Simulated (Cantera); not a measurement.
Input: 1 mol CH3F, held at 75.0 Torr.

Cantera equilibrium calculation (NASA polynomials, part measured and part estimated; ideal gas, pure solids and liquids). Candidate condensed phases: C, C6H6, C7H8, C8H18; 95 gas species. Equilibrium is a limit: real reactors are often held back by kinetics, nucleation or transport.

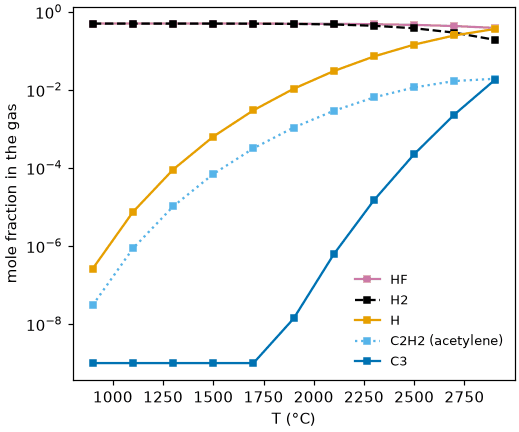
Fig. 1. Equilibrium gas composition (values under 1e-9 drawn at 1e-9)

### Question
Read off the mole fractions at 2700 °C.

### Answer
HF about 0.43, H2 about 0.29, H about 0.25, C2H2 (acetylene) about 0.017, C3 about 0.0023.
